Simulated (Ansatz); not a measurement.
A series of calculations on BSiNH$_{8}$

## 1. Relaxation

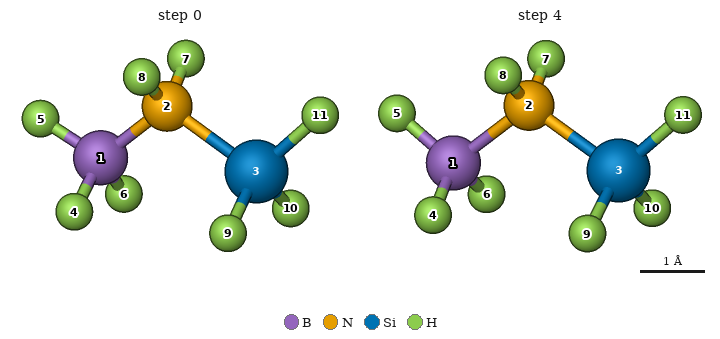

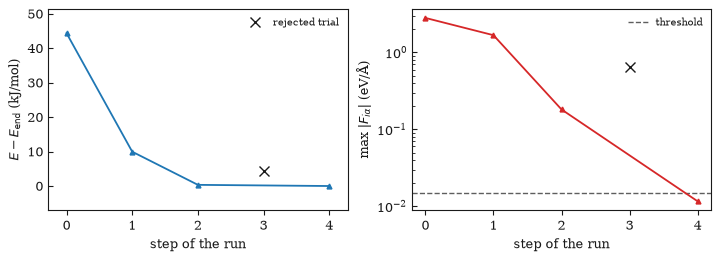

First and last geometry of a relaxation of BSiNH₈, with the history of the run. A ball-and-stick model, seen at a tilt.

The run prepares an end point of a later path (torsion) calculation, from a guessed geometry.

Theory: RKS B3LYP/def2-SVP (Ansatz 0.2.0).

The input:
```yaml
crystal:
  periodic: [false, false, false]
  atoms:
    - { symbol: B, position_ang: [0.4445, 1.2493, 0.1065] }
    - { symbol: "N", position_ang: [0.3481, -0.156, 0.6102] }
    - { symbol: Si, position_ang: [-0.6615, -1.1735, -0.5044] }
    - { symbol: H, position_ang: [-0.6304, 1.7648, 0.0445] }
    - { symbol: H, position_ang: [1.0524, 1.9527, 0.8188] }
    - { symbol: H, position_ang: [0.896, 1.3513, -0.9897] }
    - { symbol: H, position_ang: [1.3498, -0.5333, 0.6624] }
    - { symbol: H, position_ang: [-0.0373, -0.1525, 1.5576] }
    - { symbol: H, position_ang: [-1.9989, -0.6378, -0.5163] }
    - { symbol: H, position_ang: [-0.0294, -1.1691, -1.8113] }
    - { symbol: H, position_ang: [-0.668, -2.5528, 0.0423] }
basis:
  gaussian: { orbitals: def2-SVP }
hamiltonian:
  xc: b3lyp
relax:
  f_tol: 0.015
  max_steps: 40
```

Run as
```bash
ansatz run input.yaml --threads 1 --pin off --max-ram 2048MiB --backend cpu --events-out ev --progress --plain --runs-dir out
```

### Read the history and describe the run.

It converged. After 3 accepted moves (4 points after the start) the energy has fallen by 44.4 kJ/mol. Largest force component: 2.8 eV/Å at the start, 0.012 eV/Å at the end. The line search rejected the trial step at point 3 of the run. The largest move after the best rigid fit is that of B1, 0.15 Å. Largest moves by element: B 0.15 Å, H 0.11 Å, Si 0.04 Å, N 0.03 Å. Near-neighbour distances that change, for instance: B1–N2 1.496 → 1.672 Å, B1–H5 1.171 → 1.222 Å, N2–H7 1.072 → 1.024 Å, Si3–H9 1.441 → 1.480 Å. Among the angles between lasting bonds that change: H4–B1–H5 103.9° → 113.3°, N2–B1–H6 114.5° → 105.1°, H4–B1–H6 104.9° → 113.1°. Cost: 19 s on 1 thread of Arm Neoverse V1, with other jobs on the host, peak memory 0.16 GiB.

## 2. Relaxation

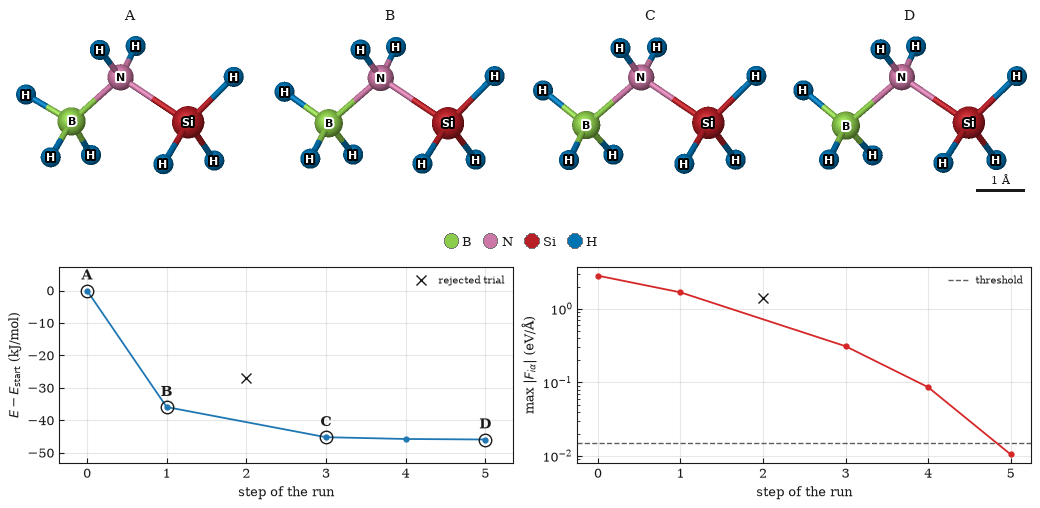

Frames of a relaxation of BSiNH₈, marked on the history of the run. A ball-and-stick model, seen at a tilt.

The run prepares an end point of a later path (torsion) calculation, from a guessed geometry.

The calculation used RKS B3LYP/def2-SVP (Ansatz).

The input:
```yaml
crystal:
  periodic: [false, false, false]
  atoms:
    - { symbol: B, position_ang: [0.4445, 1.2493, 0.1065] }
    - { symbol: "N", position_ang: [0.3481, -0.156, 0.6102] }
    - { symbol: Si, position_ang: [-0.6615, -1.1735, -0.5044] }
    - { symbol: H, position_ang: [-0.6304, 1.7648, 0.0445] }
    - { symbol: H, position_ang: [1.0524, 1.9527, 0.8188] }
    - { symbol: H, position_ang: [0.896, 1.3513, -0.9897] }
    - { symbol: H, position_ang: [1.3498, -0.5333, 0.6624] }
    - { symbol: H, position_ang: [-0.0373, -0.1525, 1.5576] }
    - { symbol: H, position_ang: [-0.07817, -1.11498, -1.82048] }
    - { symbol: H, position_ang: [-0.71488, -2.51788, 0.04089] }
    - { symbol: H, position_ang: [-2.02458, -0.58779, -0.52274] }
basis:
  gaussian: { orbitals: def2-SVP }
hamiltonian:
  xc: b3lyp
relax:
  f_tol: 0.015
  max_steps: 40
```

Launched with:
```bash
ansatz run input.yaml --threads 1 --pin off --max-ram 2048MiB --backend cpu --events-out ev --progress --plain --runs-dir out
```

### What happens along the run?

After 4 accepted moves (5 points after the start) the energy has fallen by 45.9 kJ/mol. The largest force component goes from 2.8 to 0.011 eV/Å. The line search rejected the trial step at point 2 of the run. B1 moves most after the best rigid fit: 0.15 Å. By element the largest moves are B 0.15 Å, H 0.12 Å, Si 0.03 Å, N 0.03 Å. Some distances before and after: B1–N2 1.496 → 1.672 Å, B1–H5 1.171 → 1.222 Å, N2–H7 1.072 → 1.024 Å, Si3–H10 1.452 → 1.492 Å. Bond angles that change, for instance: H4–B1–H5 103.9° → 113.3°, N2–B1–H6 114.5° → 105.3°, H4–B1–H6 104.9° → 113.1°. From step 0 to 1: H5 moves most (0.08 Å), energy −35.9 kJ/mol. From step 1 to 3: B1 moves most (0.07 Å), energy −9.28 kJ/mol. From step 3 to 5: H atoms move most (0.03 Å), energy −0.71 kJ/mol.

```json
{"step": "0", "E − E(0), kJ/mol": "0.00", "largest force component, eV/Å": "2.8289", "note": ""}
{"step": "1", "E − E(0), kJ/mol": "-35.89", "largest force component, eV/Å": "1.6785", "note": ""}
{"step": "2", "E − E(0), kJ/mol": "-26.86", "largest force component, eV/Å": "1.4092", "note": "rejected"}
{"step": "3", "E − E(0), kJ/mol": "-45.17", "largest force component, eV/Å": "0.3109", "note": ""}
{"step": "4", "E − E(0), kJ/mol": "-45.72", "largest force component, eV/Å": "0.0862", "note": ""}
{"step": "5", "E − E(0), kJ/mol": "-45.88", "largest force component, eV/Å": "0.0105", "note": ""}
```

## 3. Path

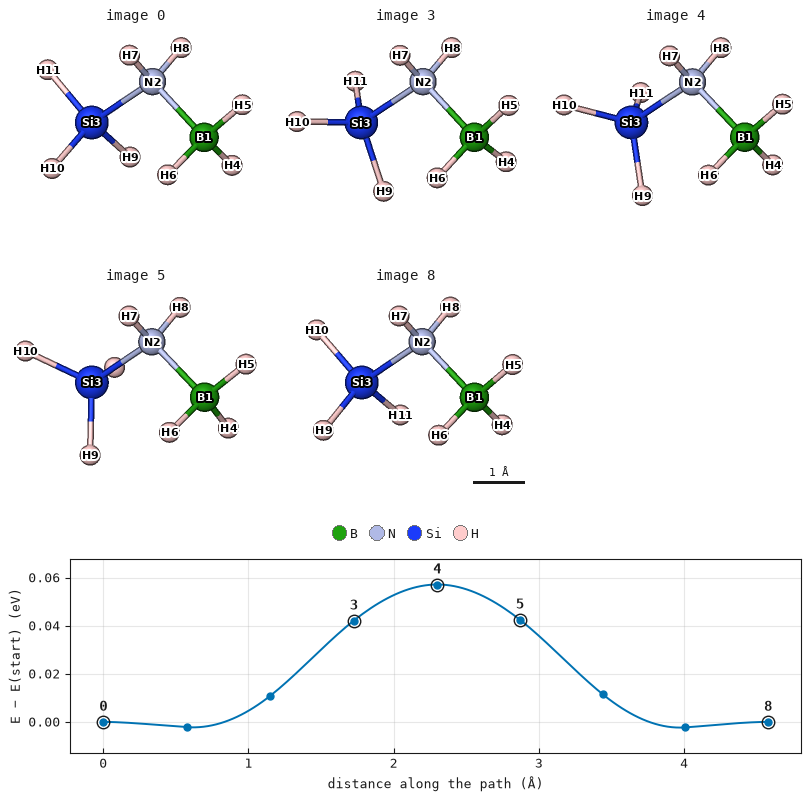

NEB run on BSiNH$_{8}$. Images are numbered from 0 (start) to 8 (end). A ball-and-stick model, seen from a free direction.

All numbers below come from Ansatz 0.2.0, RKS B3LYP/def2-SVP. Set-up: 7 movable images; climbing image; force threshold 0.05 eV/Å; iteration limit 60; starting path through a guess of the saddle point.

Q: What happens along the path, and what is the barrier?

A: The motion is a rotation about the N2–Si3 bond by about 120°. No bond forms or breaks between the ends. Bond angles that change up to the highest image, for instance: N2–Si3–H9 107.1° → 110.0°. Relative to the start the highest point is image 4 at +0.057 eV and the end lies at 0.000 eV, but the profile dips to −0.002 eV at image 7 on the way, so there is an intermediate minimum on the way. The band converged in 7 iterations. The largest component of the band force went from 2.9 to 0.042 eV/Å. The climbing image converged on the top of the path. Its vibrational analysis gives one imaginary mode (143i cm⁻¹), as a transition state must have.
